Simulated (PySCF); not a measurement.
**Geometry relaxation of C₃H₁₁NSi**

C₃H₁₁NSi (SiH3(NHiPr)), SMILES [H][Si]([H])([H])NC(C)C, computed with PBE0-D3(BJ)/def2-SVP geometry optimisation, gas phase (PySCF 2.14.0).

It belongs to a series of runs on one base structure; here: one ligand: Cl to NHiPr.

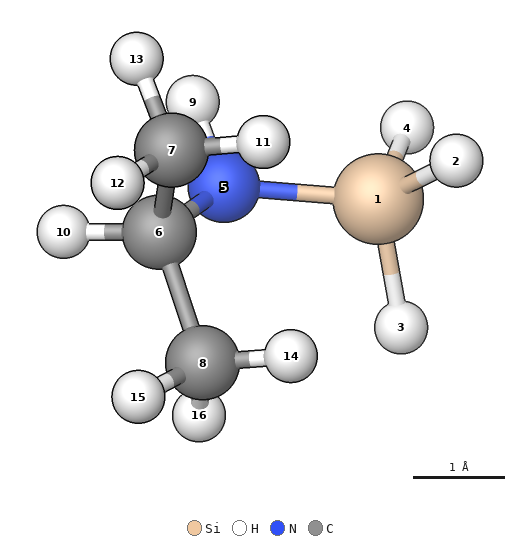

**Figure 1.** The input geometry (ball-and-stick view, seen at a tilt; atoms are numbered from 1 in the order of the input). Bond lengths as drawn: C–C 1.57 Å, C–H 1.03 to 1.14 Å, C–N 1.41 Å, H–N 1.05 Å, H–Si 1.39 to 1.50 Å and N–Si 1.72 Å.

Input
```
{"job": {"xc": "PBE0", "basis": "def2-SVP", "d3": "d3bj", "grid": 1, "maxiter": 40, "shake": 0.03, "kind": "geom"}, "charge": 0, "multiplicity": 1}
Si    -0.131860     1.827290     0.792370
H      0.976260     1.686290     1.623180
H      0.164150     2.635840    -0.438810
H     -1.109950     2.639300     1.526700
N     -1.015370     0.453920     0.250960
C     -0.425200    -0.654080    -0.389400
C      0.308640    -1.610900     0.613460
C      0.609870    -0.200980    -1.474510
H     -1.775210     0.195040     0.932000
H     -1.238670    -1.231490    -0.837690
H      1.069740    -1.089100     1.129950
H      0.695970    -2.474940     0.121530
H     -0.507210    -1.908860     1.344970
H      1.372120     0.280980    -0.986890
H      0.896430    -1.107110    -2.030600
H      0.075930     0.524860    -2.110800
```

The first line tells a small driver script what to run in PySCF; the rest is the geometry in Å.

Hardware: 1 CPU thread, shared host.

Command:
```bash
OMP_NUM_THREADS=1 python <driver script> task.json out
```

What the program printed
```
step   0  E = -464.62729120  max force = 0.081896
step   1  E = -464.64946359  max force = 0.014064
step   2  E = -464.65051684  max force = 0.003249
step   3  E = -464.65066114  max force = 0.001860
step   4  E = -464.65071870  max force = 0.001211
step   5  E = -464.65079314  max force = 0.001595
step   6  E = -464.65083647  max force = 0.001278
step   7  E = -464.65085525  max force = 0.000442
step   8  E = -464.65085819  max force = 0.000157
optimisation converged
```

Trajectory as extended XYZ (Å, eV, eV/Å), 9 frames, from step=0 to step=8
```
16
Properties=species:S:1:pos:R:3:forces:R:3 step=0 energy=-12643.15258
Si   -0.1319    1.8273    0.7924   -1.9345   1.2169  -1.8496
H     0.9763    1.6863    1.6232    2.0149  -0.4053   1.2393
H     0.1641    2.6358   -0.4388    0.4321  -0.0189   0.1985
H    -1.1099    2.6393    1.5267   -0.3657   0.2227   0.4164
N    -1.0154    0.4539    0.2510   -1.5380   0.3354   1.7647
C    -0.4252   -0.6541   -0.3894    1.9336  -1.3618  -0.3043
C     0.3086   -1.6109    0.6135   -3.3989   0.5445  -0.1432
C     0.6099   -0.2010   -1.4745   -4.2113  -1.5977  -0.5832
H    -1.7752    0.1950    0.9320    0.9967   0.1920  -1.0284
H    -1.2387   -1.2315   -0.8377   -0.0611  -0.2697  -0.4950
H     1.0697   -1.0891    1.1300    1.2166   0.7257   0.8180
H     0.6960   -2.4749    0.1215    0.4568  -1.0181  -0.4494
H    -0.5072   -1.9089    1.3450    1.0521  -0.0472  -0.3990
H     1.3721    0.2810   -0.9869    2.7027   1.2442   1.1531
H     0.8964   -1.1071   -2.0306    0.3681   0.3843  -0.0609
H     0.0759    0.5249   -2.1108    0.3358  -0.1470  -0.2769
16
Properties=species:S:1:pos:R:3:forces:R:3 step=1 energy=-12643.75592
Si   -0.1855    1.9114    0.7958   -0.3174   0.0791  -0.2016
H     1.0006    1.6998    1.6901    0.0678  -0.0071  -0.0461
H     0.2359    2.7332   -0.3824    0.1296  -0.0591   0.0714
H    -1.1925    2.7168    1.5625    0.0463  -0.1342  -0.0076
N    -1.0232    0.4733    0.2622    0.0616   0.1628   0.2840
C    -0.4218   -0.6777   -0.3812    0.6824  -0.3625  -0.1122
C     0.2820   -1.6306    0.6131   -0.4526   0.4132  -0.1798
C     0.5574   -0.2372   -1.4826   -0.7232   0.0167   0.4052
H    -1.7687    0.2063    0.8977   -0.0692  -0.0296  -0.0267
H    -1.2225   -1.2661   -0.8654   -0.0785   0.1152  -0.0510
H     1.0896   -1.0987    1.1390    0.0936  -0.0640  -0.0110
H     0.6889   -2.5164    0.1039    0.0710  -0.0011   0.0013
H    -0.4417   -1.9740    1.3689    0.0407  -0.0500   0.0448
H     1.4238    0.2734   -1.0381    0.1941  -0.0478  -0.0593
H     0.8827   -1.1149   -2.0514    0.2239  -0.0141  -0.0626
H     0.0608    0.4676   -2.1657    0.0299  -0.0174  -0.0487
16
Properties=species:S:1:pos:R:3:forces:R:3 step=2 energy=-12643.78458
Si   -0.1938    1.9114    0.7831   -0.0823  -0.0441  -0.0267
H     1.0071    1.6929    1.6643   -0.0078   0.0245  -0.0450
H     0.2552    2.7230   -0.3874    0.0427  -0.0033  -0.0006
H    -1.1988    2.6979    1.5616    0.0109  -0.0298   0.0063
N    -1.0241    0.4677    0.2714    0.0242   0.1164   0.1671
C    -0.4163   -0.6816   -0.3762    0.1068  -0.1403  -0.0628
C     0.2726   -1.6228    0.6129   -0.0432   0.0577  -0.0092
C     0.5454   -0.2329   -1.4670   -0.0672   0.0856   0.0362
H    -1.7761    0.1983    0.8981   -0.0437  -0.0013  -0.0229
H    -1.2238   -1.2543   -0.8703   -0.0288   0.0408  -0.0062
H     1.0919   -1.1010    1.1356    0.0037  -0.0451  -0.0343
H     0.6863   -2.5067    0.1017    0.0243   0.0075   0.0278
H    -0.4380   -1.9762    1.3759   -0.0097  -0.0133   0.0176
H     1.4263    0.2756   -1.0357   -0.0023  -0.0405  -0.0392
H     0.9005   -1.0954   -2.0476    0.0664  -0.0033   0.0055
H     0.0512    0.4702   -2.1538    0.0058  -0.0114  -0.0137
16
Properties=species:S:1:pos:R:3:forces:R:3 step=3 energy=-12643.78851
Si   -0.1999    1.9148    0.7770   -0.0035  -0.0289  -0.0148
H     1.0165    1.7113    1.6394   -0.0106   0.0097  -0.0145
H     0.2444    2.7212   -0.3995   -0.0016   0.0079  -0.0046
H    -1.2010    2.6922    1.5666   -0.0018   0.0025   0.0072
N    -1.0230    0.4646    0.2834    0.0469   0.0042   0.0956
C    -0.4137   -0.6837   -0.3730   -0.0339  -0.0190  -0.0456
C     0.2676   -1.6310    0.6118    0.0212  -0.0150   0.0174
C     0.5467   -0.2259   -1.4600    0.0507   0.0376  -0.0101
H    -1.7796    0.1944    0.9046   -0.0159   0.0067  -0.0308
H    -1.2262   -1.2452   -0.8723    0.0042   0.0122  -0.0022
H     1.0937   -1.1206    1.1340   -0.0049  -0.0035  -0.0123
H     0.6810   -2.5153    0.1006   -0.0045   0.0028   0.0019
H    -0.4421   -1.9863    1.3756   -0.0055   0.0101  -0.0058
H     1.4298    0.2803   -1.0302   -0.0329  -0.0066  -0.0009
H     0.9165   -1.0818   -2.0433    0.0000  -0.0085   0.0189
H     0.0548    0.4771   -2.1483   -0.0079  -0.0121   0.0006
16
Properties=species:S:1:pos:R:3:forces:R:3 step=4 energy=-12643.79007
Si   -0.2031    1.9175    0.7727    0.0076  -0.0034  -0.0170
H     1.0269    1.7293    1.6174   -0.0028  -0.0038   0.0022
H     0.2237    2.7247   -0.4106   -0.0162   0.0089  -0.0011
H    -1.2003    2.6874    1.5744   -0.0028   0.0079   0.0034
N    -1.0196    0.4608    0.2936    0.0523  -0.0448   0.0454
C    -0.4123   -0.6850   -0.3721   -0.0623   0.0383  -0.0077
C     0.2646   -1.6386    0.6085    0.0270  -0.0382   0.0136
C     0.5509   -0.2208   -1.4531    0.0559   0.0015  -0.0220
H    -1.7794    0.1897    0.9100   -0.0101   0.0120  -0.0212
H    -1.2263   -1.2397   -0.8761    0.0065   0.0010  -0.0057
H     1.0941   -1.1350    1.1311   -0.0042   0.0112   0.0009
H     0.6747   -2.5229    0.0950   -0.0120  -0.0030  -0.0050
H    -0.4472   -1.9927    1.3708    0.0000   0.0087  -0.0024
H     1.4299    0.2865   -1.0180   -0.0209   0.0137   0.0090
H     0.9292   -1.0753   -2.0335   -0.0126  -0.0021   0.0107
H     0.0600    0.4802   -2.1438   -0.0055  -0.0078  -0.0030
16
Properties=species:S:1:pos:R:3:forces:R:3 step=5 energy=-12643.79210
Si   -0.2091    1.9236    0.7653    0.0072   0.0271  -0.0120
H     1.0443    1.7607    1.5785    0.0085  -0.0152   0.0138
H     0.1767    2.7370   -0.4286   -0.0213   0.0074   0.0032
H    -1.1990    2.6785    1.5904   -0.0031   0.0080  -0.0013
N    -1.0111    0.4537    0.3116    0.0464  -0.0820  -0.0180
C    -0.4093   -0.6863   -0.3704   -0.0536   0.0730   0.0363
C     0.2600   -1.6539    0.6023    0.0147  -0.0339  -0.0102
C     0.5607   -0.2125   -1.4416    0.0182  -0.0416  -0.0064
H    -1.7765    0.1819    0.9198   -0.0045   0.0167  -0.0050
H    -1.2250   -1.2299   -0.8830    0.0060  -0.0095  -0.0118
H     1.0949   -1.1616    1.1261    0.0000   0.0165   0.0125
H     0.6606   -2.5389    0.0825   -0.0128  -0.0055  -0.0078
H    -0.4553   -2.0053    1.3625    0.0053   0.0051   0.0017
H     1.4297    0.3005   -0.9953    0.0040   0.0294   0.0128
H     0.9525   -1.0652   -2.0156   -0.0131   0.0056  -0.0021
H     0.0715    0.4837   -2.1381   -0.0019  -0.0011  -0.0056
16
Properties=species:S:1:pos:R:3:forces:R:3 step=6 energy=-12643.79328
Si   -0.2144    1.9294    0.7600    0.0022   0.0264  -0.0017
H     1.0557    1.7825    1.5501    0.0085  -0.0118   0.0087
H     0.1358    2.7506   -0.4398   -0.0128   0.0044   0.0037
H    -1.1990    2.6716    1.6033   -0.0022   0.0027  -0.0028
N    -1.0032    0.4481    0.3240    0.0277  -0.0657  -0.0346
C    -0.4065   -0.6869   -0.3685   -0.0289   0.0540   0.0431
C     0.2576   -1.6662    0.5968    0.0014  -0.0158  -0.0140
C     0.5689   -0.2072   -1.4325   -0.0060  -0.0375  -0.0001
H    -1.7729    0.1775    0.9268   -0.0022   0.0140   0.0026
H    -1.2224   -1.2233   -0.8884    0.0031  -0.0088  -0.0098
H     1.0963   -1.1821    1.1224    0.0019   0.0086   0.0105
H     0.6494   -2.5513    0.0706   -0.0067  -0.0026  -0.0045
H    -0.4596   -2.0156    1.3560    0.0053   0.0004   0.0042
H     1.4294    0.3130   -0.9785    0.0121   0.0223   0.0071
H     0.9704   -1.0583   -2.0018   -0.0043   0.0063  -0.0067
H     0.0803    0.4843   -2.1341    0.0010   0.0031  -0.0055
16
Properties=species:S:1:pos:R:3:forces:R:3 step=7 energy=-12643.79379
Si   -0.2182    1.9332    0.7577   -0.0004   0.0096   0.0050
H     1.0608    1.7932    1.5352    0.0030  -0.0034  -0.0001
H     0.1098    2.7616   -0.4434   -0.0030   0.0015   0.0018
H    -1.2009    2.6660    1.6116   -0.0012  -0.0013  -0.0011
N    -0.9983    0.4446    0.3298    0.0086  -0.0227  -0.0220
C    -0.4043   -0.6872   -0.3670   -0.0049   0.0171   0.0214
C     0.2571   -1.6733    0.5937   -0.0030   0.0001  -0.0076
C     0.5736   -0.2047   -1.4278   -0.0110  -0.0139   0.0026
H    -1.7704    0.1760    0.9301   -0.0018   0.0061   0.0028
H    -1.2195   -1.2206   -0.8915    0.0010  -0.0040  -0.0037
H     1.0979   -1.1938    1.1207    0.0021   0.0007   0.0030
H     0.6434   -2.5581    0.0630    0.0000  -0.0006  -0.0008
H    -0.4603   -2.0222    1.3529    0.0018  -0.0009   0.0019
H     1.4293    0.3216   -0.9706    0.0068   0.0067   0.0010
H     0.9808   -1.0540   -1.9954    0.0013   0.0027  -0.0033
H     0.0849    0.4838   -2.1325    0.0008   0.0024  -0.0010
16
Properties=species:S:1:pos:R:3:forces:R:3 step=8 energy=-12643.79387
Si   -0.2198    1.9336    0.7580   -0.0002   0.0003   0.0048
H     1.0609    1.7938    1.5332    0.0002   0.0000  -0.0024
H     0.1037    2.7655   -0.4419   -0.0002   0.0007   0.0004
H    -1.2028    2.6630    1.6144   -0.0006  -0.0017   0.0003
N    -0.9977    0.4438    0.3298    0.0000  -0.0022  -0.0081
C    -0.4036   -0.6873   -0.3668    0.0015  -0.0003   0.0063
C     0.2581   -1.6742    0.5930   -0.0016   0.0026  -0.0009
C     0.5743   -0.2042   -1.4273   -0.0040  -0.0004  -0.0003
H    -1.7702    0.1759    0.9298   -0.0014   0.0016   0.0004
H    -1.2180   -1.2212   -0.8923    0.0003  -0.0010   0.0001
H     1.0990   -1.1952    1.1205    0.0011  -0.0010  -0.0004
H     0.6438   -2.5587    0.0614    0.0013   0.0003   0.0001
H    -0.4590   -2.0236    1.3523    0.0004  -0.0006   0.0003
H     1.4291    0.3240   -0.9702    0.0015  -0.0001  -0.0005
H     0.9829   -1.0527   -1.9951    0.0016   0.0006  -0.0007
H     0.0850    0.4837   -2.1323    0.0001   0.0012   0.0005
```

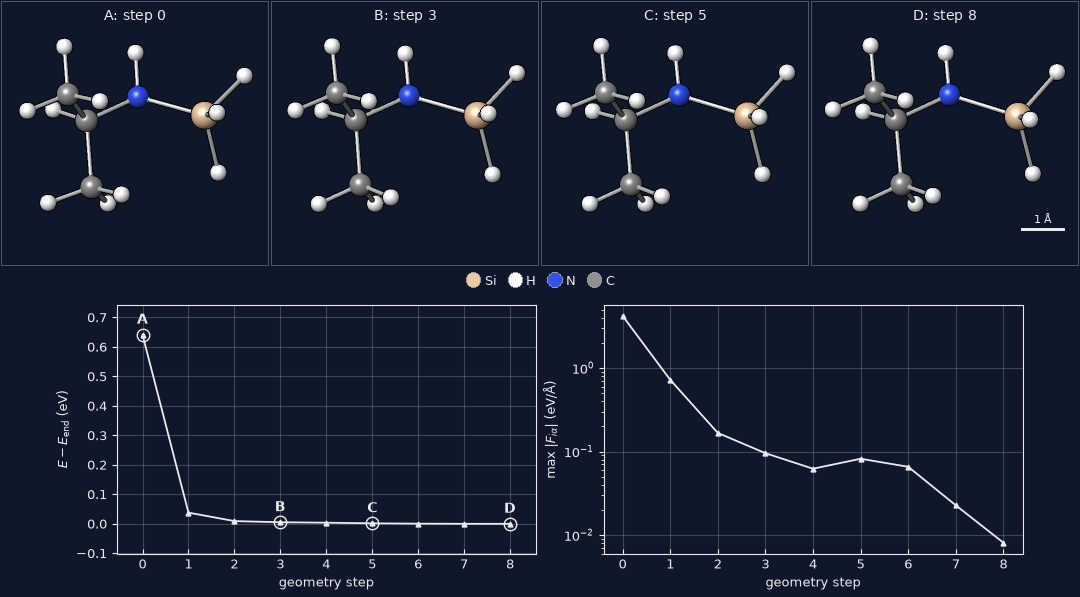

**Figure 2.** Frames of the relaxation (ball-and-stick view, seen at a tilt) above the curves, on which the letters mark them (steps are counted from 0).

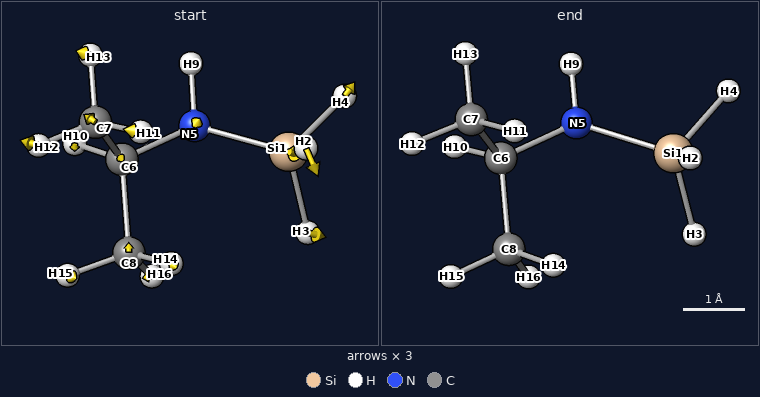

**Figure 3.** Before (left) and after (right) the relaxation, at one scale (ball-and-stick view, seen at a tilt). The yellow arrows give the displacements, magnified 3 times. The atom that moves furthest after the best rigid fit is H2 (0.18 Å). By element the largest moves are H 0.18 Å, Si 0.14 Å, C 0.09 Å, N 0.08 Å. Distances before and after: Si1–H2 1.392 → 1.503 Å, C8–H14 1.025 → 1.104 Å, N5–C6 1.409 → 1.455 Å, C6–C8 1.567 → 1.521 Å. Among the angles that change: H14–C8–H15 115.7° → 107.2°, C6–C7–H13 103.6° → 110.9°, H2–Si1–H3 112.8° → 106.3°. The energy falls by 0.641 eV in 8 geometry steps. Largest force component: 4.2 eV/Å at the start, 0.0081 eV/Å at the end. (Atoms are counted from 1 in the order of the input.)

Results in brief

| quantity | value |
| --- | --- |
| outcome | converged |
| total energy | −464.650858 hartree |
| dipole moment | 1.34 D |
| point group | C1 |
| wall time | 54 s |
| peak memory | 0.54 GiB |
